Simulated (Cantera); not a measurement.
Charge: 1 mol Pb, 0.6 mol H2, 1.7 mol N2, at 1075 °C.

These are equilibrium values from Cantera (NASA tables, ideal gas, pure condensed phases), not measurements of a reactor. Candidate condensed phases: Pb; 11 gas species. Kinetics and transport are ignored.

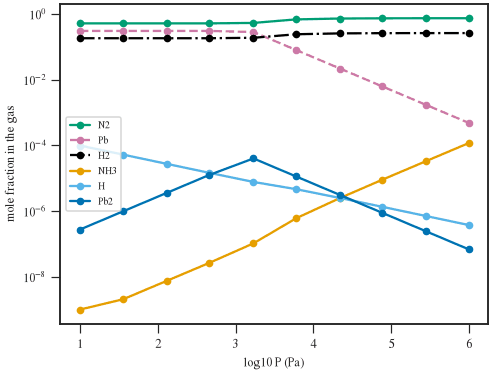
Figure. Equilibrium gas composition (values under 1e-9 drawn at 1e-9)

From 10.0 Pa to 4.60 mbar nothing is condensed. From 17.0 mbar to 10.0 bar the condensed part is Pb(l). The main Pb-bearing gas is Pb throughout.
